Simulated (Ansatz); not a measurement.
Electronic density of states of amorphous Si₂₆O₃₆C₈, density 2.38 g/cm³, on a 2×2×2 Γ-centred mesh with a Gaussian width of 0.1 eV; energies count from the Fermi level, whose place inside the gap is arbitrary. Cell and mesh are small, so fine structure isn't converged. All values below come from PBE, scalar-relativistic without spin-orbit coupling (plane waves to 420 eV, PAW; Ansatz, a first-principles code). Sampling: a 2×2×2 Γ-centred mesh; Fermi-Dirac width 0.02 eV; no spin polarisation.

It comes from a melt-quench run on a machine-learned potential (CHGNet), relaxed afterwards by DFT. O atoms were pushed apart under 1.9 Å during the dynamics, to hinder bonds among them. The hot cell started wider than the set density and was brought back towards it in steps. It is the lowest in DFT energy of 2 quenches. It is a model cell: composition and starting density were chosen by hand, and all elements were melted together. No dispersion term was used. A short ab initio anneal came between quench and relaxation. Its density started from a set value of 2.43 and ended at 2.38 g/cm³. Cooling (nominally 200 K/ps over its main leg) ran many orders faster than in experiment, which tends to leave more defects and strain. A cell of this size samples the disorder only roughly. Volume and shape were free in the relaxation. On a 2×2×2 Γ-centred mesh force components of up to 0.18 eV/Å stay, since the relaxation ran on the zone centre alone.

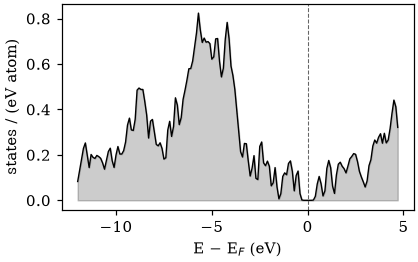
*Density of states per atom*

The gap on this mesh is 1.02 eV; the broadening fills part of it in the curve.
